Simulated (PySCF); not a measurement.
**C$_{4}$H$_{8}$OSi (SMILES O=CC1([SiH3])CC1): density, localisation and related maps**

```xyz
14

O    -0.3729    2.0039    1.4112
C    -0.8727    1.0107    0.9421
C    -0.1276    0.0873    0.0961
Si    1.6604    0.6780   -0.1288
C    -0.8951   -0.6152   -1.0072
C    -0.4895   -1.3827    0.1898
H    -1.9343    0.7573    1.1418
H     2.3136    0.7095    1.1745
H     1.6478    1.9740   -0.7973
H     2.3066   -0.3224   -0.9881
H    -0.3713   -0.7804   -1.9362
H    -1.9387   -0.3624   -1.1305
H     0.3222   -2.0891    0.1068
H    -1.2492   -1.6689    0.9037
```

Geometry: GFN2-xTB.

The calculation used PBE0/pcSseg-1, SCF density, gas phase, non-relativistic in PySCF 2.14.0.

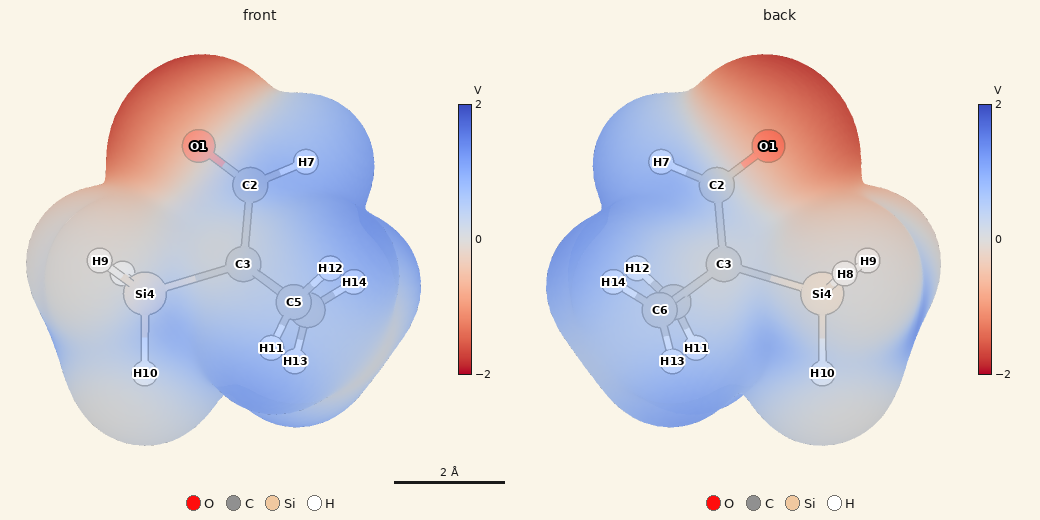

Figure 1. The molecular electrostatic potential painted on the density surface at 0.002 e/bohr³, seen from the front and from behind; the colour scale runs from red (negative) to blue (positive).

### Which sites attract a positive test charge, and which a negative one?

A positive charge is drawn to the negative regions and a negative charge to the positive ones. The most negative region (about −1.7 V, or −39 kcal/mol for a unit charge) lies over O1, the most positive (about +1.2 V, or +28 kcal/mol for a unit charge) over the C, H and Si atoms. O1 is the likeliest acceptor of a hydrogen bond.

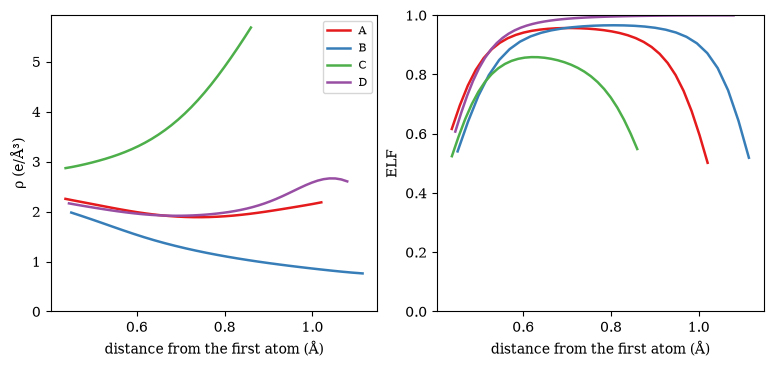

Figure 2. Total electron density and ELF along straight lines between neighbouring atoms. The curves leave out the atomic cores.

### Which curve belongs to which contact (C–C, C–H, C–O and C–Si)? The first atom named is at distance zero.

Curve A: C–C (1.46 Å): ρ is about 1.9 e/Å³ halfway; the ELF peaks at about 0.95 between the atoms, as expected for a covalent bond. Curve B: C–Si (1.90 Å): ρ at the midpoint is about 0.91 e/Å³; the ELF peaks at about 0.95 between the atoms: a covalent bond. Curve C: C–O (1.21 Å): ρ at the midpoint is about 3.3 e/Å³; the ELF peaks at about 0.85 between the atoms; a short, multiple covalent bond. Curve D: C–H (1.08 Å): ρ at the midpoint is about 2 e/Å³; the ELF climbs to about 1 towards the hydrogen, as it does in any bond to H (a covalent bond by its length).
